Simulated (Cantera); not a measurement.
Charge: 1 mol borazine, 0.4 mol N₂, 110 mol H₂, 0.39 mol O₂, held at 1377 °C.

Method: chemical equilibrium by Gibbs-energy minimisation in Cantera with the NASA 1993 tables (ideal gas, pure condensed phases). Candidate condensed phases: B, BN, B₂O₃, B₃O₃H₃, H₂O; 39 gas species. The feed counts by its element totals alone. The tables' values for BH₂ are old estimates; treat these amounts as uncertain. Gases not in the tables: H₃BO₃. The numbers say what is thermodynamically allowed, not how fast it happens.

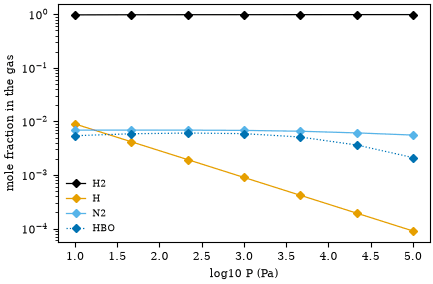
*Equilibrium gas composition (values under 1e-9 drawn at 1e-9)*

From 10.0 Pa to 100000 Pa the condensed part is BN(s). The share of B in condensed phases is highest at 100000 Pa (84.3 %) and lowest at 10.0 Pa (73.9 %).
